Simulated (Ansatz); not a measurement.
```xyz
5

Al    0.0000    0.0000   -0.3072
H     0.0000    0.0000    2.3764
Cl    1.8419    0.0000   -1.3439
Cl   -1.8419    0.0000   -1.3439
Cl    0.0000    0.0000    3.6787
```

These are results of Ansatz 0.2.0, UKS B3LYP/def2-SVP, not measurements.

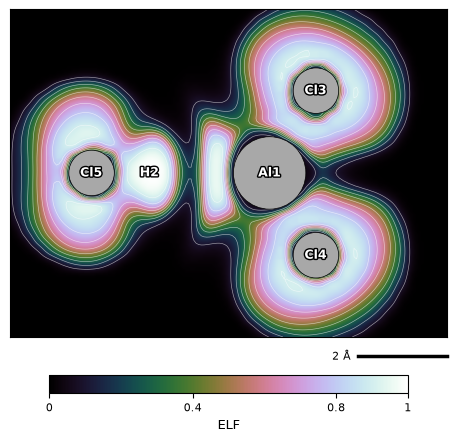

AlCl$_{2}$···HCl (doublet). ELF on the molecular plane. Grey discs cover the atomic cores.

> Interpret the plot.

The section cuts through Al, H and Cl sites.
Al1···H2 (2.68 Å): the ELF climbs to about 1 towards the hydrogen.
Al–Cl (2.11 Å): the ELF peaks at about 0.85 in the valence shell of Cl, 0.9 Å from its nucleus, and is about 0.80 at the midpoint.
Cl–H (1.30 Å): the ELF climbs to about 1 towards the hydrogen.
The ELF also peaks beside Cl4, Cl5 and Cl3, away from the bonds: non-bonding electrons, paired or unpaired.
